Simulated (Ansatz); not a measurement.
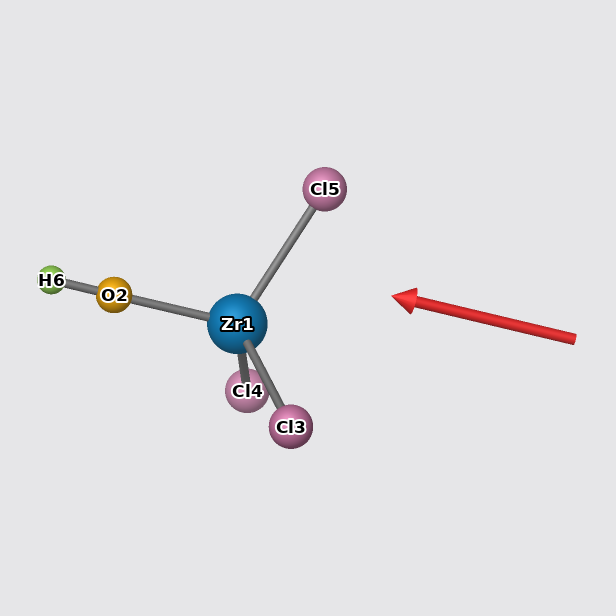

The arrow beside the molecule shows the direction of the dipole moment, from the negative to the positive end (its length means nothing). The species is neutral and a spin singlet. Computed geometry: PBE0-D4/def2-TZVP optimisation. Level of theory: RKS PBE0-D4/def2-TZVP, core potentials on Zr (Ansatz 0.2.0).

Question: Estimate the dipole moment.

Answer: 2.95 D; it points from the side of Cl3, Cl4, Cl5 to the side of H6 (the outermost atoms at the two ends).
